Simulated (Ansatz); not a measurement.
**SiH2Cl− (SMILES [SiH2-]Cl): HF/STO-3G**

What is the vertical singlet–triplet gap of SiH2Cl− at HF/STO-3G? 

Program for the calculation: Ansatz 0.2.0.

1 further run of the same task is left out (set aside as unsound or not needed).

## 1. The system as given

SiH2Cl− has 4 atoms, charge -1, and is taken as a singlet. SMILES: `[SiH2-]Cl`. Geometry: relaxed at GFN2-xTB.

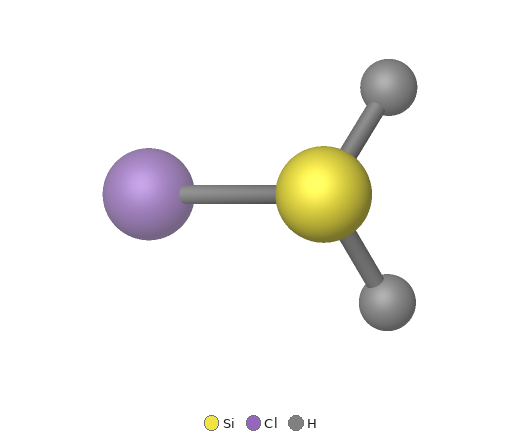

Viewed from a chosen angle; silicon yellow, chlorine purple, hydrogen grey.

## 2. The energy at HF/STO-3G

The input, input.yaml:

```yaml
crystal:
  periodic: [false, false, false]
  atoms:
    - {symbol: Si, position_ang: [-0.487890, 0.431230, 0.253920]}
    - {symbol: Cl, position_ang: [1.672110, -0.122480, 0.774530]}
    - {symbol: H, position_ang: [-0.971070, -0.977580, 0.165380]}
    - {symbol: H, position_ang: [-0.213160, 0.668840, -1.193830]}
basis:
  gaussian: {orbitals: STO-3G}
total_charge: -1
hamiltonian: {xc: hf}
accuracy: high
```

Run with:

```sh
$ ansatz run input.yaml --threads 1 --pin off --max-ram 2610MiB --events-out events.jsonl --progress --plain --runs-dir runs
```

The log of the run:

```text
Warning: RAYON_NUM_THREADS=1 ignored (pool sized by the plan → 1); use --threads N
Functional definition: HF
  name "HF"
  exchange = exact_x
  correlation = 0
338 factors; integrals over basis functions are off by at most 2.0e-8 eV
mean field evaluation 1: about -20169.8506 eV, gradient 6.5e0 eV
mean field evaluation 2: about -20169.8904 eV, gradient 6.4e0 eV
mean field evaluation 4: about -20170.1381 eV, gradient 3.8e-1 eV
mean field evaluation 8: about -20170.1390 eV, gradient 1.2e-6 eV
mean field -20170.13900497 eV, -741.2389366213 hartree, gradient 2.0e-8 eV, S^2 0.000000; 0 other end points of the search recorded, 0 dependent functions left out
reference -20170.13900497 eV, -741.2389366213 hartree; 17, 17 occupied and 3, 3 virtual orbitals, 338 factors
Total energy: -20170.13900497 eV, -741.2389366213 hartree
```

It took 0.12 s on 1 thread of Arm Neoverse V1, shared host.

## 3. The triplet at the same level

The input, molecule.yaml:

```yaml
basis:
  gaussian:
    orbitals: STO-3G
crystal:
  periodic: [false, false, false]
  atoms:
    - symbol: Si
      position_ang: [-0.487890, 0.431230, 0.253920]
    - symbol: Cl
      position_ang: [1.672110, -0.122480, 0.774530]
    - symbol: H
      position_ang: [-0.971070, -0.977580, 0.165380]
    - symbol: H
      position_ang: [-0.213160, 0.668840, -1.193830]
magnetization:
  spin_polarized: true
  initial_magnetization: 2
total_charge: -1
accuracy: high
hamiltonian:
  xc: hf
```

Run with:

```sh
$ ansatz run molecule.yaml --threads 1 --pin off --max-ram 2610MiB --events-out events.jsonl --progress --plain --runs-dir runs
```

The log of the run:

```text
Warning: RAYON_NUM_THREADS=1 ignored (pool sized by the plan → 1); use --threads N
[... 4 set-up lines as earlier in the session ...]
338 factors; integrals over basis functions are off by at most 2.0e-8 eV
mean field evaluation 1: about -20164.9538 eV, gradient 4.7e0 eV
mean field evaluation 2: about -20165.0379 eV, gradient 4.6e0 eV
mean field evaluation 4: about -20165.4493 eV, gradient 7.3e-1 eV
mean field evaluation 8: about -20165.4672 eV, gradient 7.6e-3 eV
mean field -20165.46721147 eV, -741.0672513768 hartree, gradient 6.5e-8 eV, S^2 2.004290; 0 other end points of the search recorded, 0 dependent functions left out
reference -20165.46721147 eV, -741.0672513768 hartree; 18, 16 occupied and 2, 4 virtual orbitals, 338 factors
Total energy: -20165.46721147 eV, -741.0672513768 hartree
```

Wall time 0.15 s (1 thread of Arm Neoverse V1, shared host).

## 4. Outcome

Level: HF/STO-3G.

| quantity | value |
| --- | --- |
| singlet: total energy | -741.23894 Eh |
| triplet: total energy | -741.06725 Eh |
| triplet: ⟨S²⟩ | 2.004 |
| vertical energy of the triplet above the singlet | 4.672 eV |

At this shape the triplet lies 4.67 eV (108 kcal/mol) above the singlet. For an anion a state so high probably lies above electron detachment. In a minimal basis such a difference can be off by several eV, whatever the method.
